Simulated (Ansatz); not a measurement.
**Cost against accuracy: basis.ecutwfc for Cd₅Au₃ (I4/mcm, 16 atoms in the cell)**

Cell: a = 8.1043 Å, b = 8.1043 Å, c = 8.1043 Å, α = 96.35°, β = 96.35°, γ = 141.14°.

Computed with r2SCAN, default PAW files made with PBE (plane waves; Ansatz, a program for electronic structure).

Base settings: basis.ecutwfc = 500 eV; kpoints.mp_grid.grid = 4 4 4; hamiltonian.xc = r2scan; hamiltonian.pseudopotentials = {kind: paw} (the program's default PAW files); scf.occupations.method = cold; scf.occupations.width = 0.1 eV.

Misses are taken against the tightest run, 750 eV, which need not be fully converged itself. The energy is the free energy per atom.

The count of work is k-points × plane waves × bands × iterations; it is no time, and leaves out set-up, grids and terms that scale otherwise. Core times come from one kind of shared machine and are given to one figure; runs under 30 s give none.

Ansatz's pressure holds its estimate of the finite-basis (Pulay) stress, which hides part of the cutoff error; the uncorrected pressure shows it.

The starting cell comes from a database of published, mostly measured structures (it also holds non-ambient and calculated ones), without a prior relaxation at this level. Its lattice was rescaled by a random factor within 2.5 % of one. Ansatz's pressure includes its estimate of the finite-basis (Pulay) stress.

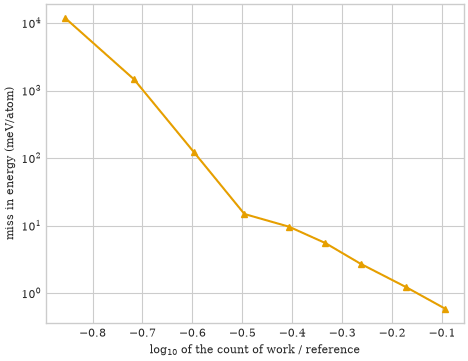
Figure. Miss against the count of work; the reference run is not drawn, and misses under 0.1 meV/atom are drawn there.

```csv
basis.ecutwfc,energy less reference (meV/atom),pressure less reference (GPa),largest difference in the force on any atom (eV/Å),uncorrected pressure less reference (GPa),count of work / reference,core time / reference (rough)
200 eV,11809.98,1.37,0.482,-486.97,0.14,–
250 eV,1465.12,1.48,0.216,-88.70,0.19,–
300 eV,124.35,-0.03,0.014,-10.61,0.25,–
350 eV,14.87,0.04,0.003,-0.52,0.32,–
400 eV,9.64,0.02,0.001,-0.12,0.39,0.4
450 eV,5.52,0.01,0.001,-0.15,0.46,0.4
500 eV,2.72,0.01,0.000,-0.07,0.55,0.5
575 eV,1.24,0.00,0.000,-0.01,0.67,0.6
650 eV,0.59,0.00,0.000,-0.01,0.81,0.7
750 eV,0.00,0.00,0.000,0.00,1.0,1
```

Coarsest setting among those run that, with all tighter ones, holds the energy within 20 meV/atom of the reference: 350 eV, off by 15 meV/atom; it needs 0.32 of the reference's count of work.

Coarsest setting among those run that, with all tighter ones, holds the energy within 5 meV/atom of the reference: 500 eV, off by 2.7 meV/atom; its saving against the reference is no more than about a factor of 2 in the count of work.

The step from 200 eV to 350 eV: it takes the miss in the energy from 12000 to 15 meV/atom, for 2.3 times the count of work.

Left out of this page: 2 runs of the series stopped by limits of time or memory.

Keys are those of Ansatz 0.2.
